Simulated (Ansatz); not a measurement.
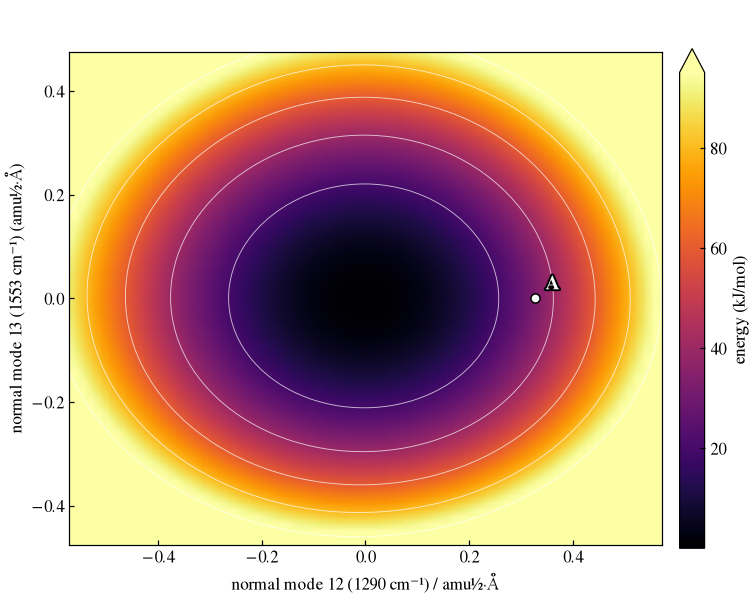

CH4N2Si, SMILES NC1=N[SiH2]1. 
- Coordinates scanned: (1) normal mode 12 (1290 cm⁻¹); (2) normal mode 13 (1553 cm⁻¹).
- Nothing is relaxed (straight displacements along the two mass-weighted modes).
- The grid has 15 × 15 points.
- All energies are given in kJ/mol relative to the lowest grid point.
- Theory: RKS PBE-D4/def2-TZVP (Ansatz 0.2.0).

The picture shows a smooth colour map with a few white contour lines, one colour for all values above the top of the scale, the point A. Between grid points the surface is interpolated.

**Which way does the force act at A, and how strong is it?**

A, at normal mode 12 (1290 cm⁻¹) = 0.327 amu½·Å, normal mode 13 (1553 cm⁻¹) = 0.000 amu½·Å, is not a stationary point. The computed force is 200 kJ/mol for each amu½·Å towards smaller values of normal mode 12 (1290 cm⁻¹) and nearly zero along normal mode 13 (1553 cm⁻¹).
